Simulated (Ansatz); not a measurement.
# Trilayer T-SnS2 in a field along the normal: induced dipole (PBEsol)

A gate puts a field across trilayer T-SnS2. How large is the induced dipole, and what happens to the gap?

All values are computed: Ansatz 0.2.0, PBEsol, plane waves, no spin–orbit coupling; sawtooth field with a dipole correction, atoms held at their zero-field places, cell area 11.47 Å². The field is the one in the vacuum. Energy changes count from the zero-field run.

| field (V/Å) | dipole (e·Å) | energy change (meV) | gap on the path (eV) |
| --- | --- | --- | --- |
| 0.05 | 0.046 | -1.2 | 1.27 |
| 0.1 | 0.093 | -4.6 | 1.25 |
| 0.2 | 0.185 | -18.5 | 1.19 |
| 0.3 | ? | ? | ? |
| 0.4 | 0.371 | -74.2 | 1.04 |

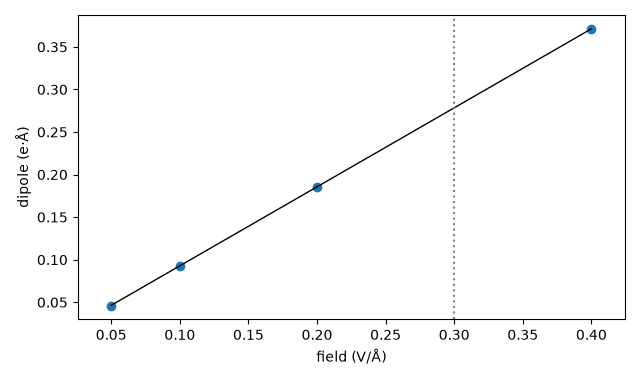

The shown rows (points), the fit (line) and the place of the withheld row (dotted).

**Fit.** A least-squares line through the shown values, as rounded, is dipole = 0.000 + 0.928 × field (V/Å); it misses them by 0.001 e·Å at most. The fit misses the rows by 0.000 e·Å on average, and their plain mean by 0.104 e·Å, so the fit does better. The slope is the electronic polarisability of the cell, α = 0.928 e·Å²/V. It also sets the energy, −αF²/2 for a sheet without a dipole of its own: -74.2 meV at 0.4 V/Å. From the weakest to the strongest field the gap on the path changes by -0.23 eV, since the field shifts the levels of one sheet against the other.

**The withheld row.** The prediction is 0.000 + 0.928 × (0.3) = 0.278 e·Å. The run gave dipole 0.278 e·Å, energy change -41.7 meV, gap on the path 1.12 eV. The miss in dipole is +0.000 e·Å, within the scatter of the fitted rows. The mean of the shown rows would have missed by +0.104 e·Å.

Ions don't move, so the lattice part of the screening is missing; semilocal functionals overestimate polarisabilities somewhat.
